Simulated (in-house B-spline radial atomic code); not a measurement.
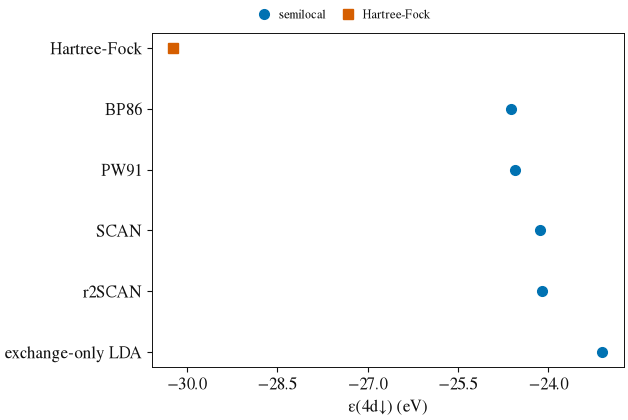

The Rh²⁺ ion in the configuration [Kr] 4d7 (high spin). All runs are scalar-relativistic, spin-polarised and spherical, computed with an in-house B-spline radial code (spin-free X2C). Hartree-Fock is the average over the configuration. The plot shows the eigenvalue (eV) of the 4d down orbital by 6 methods.

> Rank the methods.

The deepest is Hartree-Fock (−30.2) and the shallowest exchange-only LDA (−23.1), a spread of 7.13 eV. In order (eV): Hartree-Fock (−30.2), BP86 (−24.6), PW91 (−24.6), SCAN (−24.1), r2SCAN (−24.1), exchange-only LDA (−23.1). On the whole, exact exchange removes self-interaction and deepens occupied levels. The semi-empirical ionisation energy (NIST) is 31.1 eV, and minus the eigenvalue comes closest to it for Hartree-Fock.
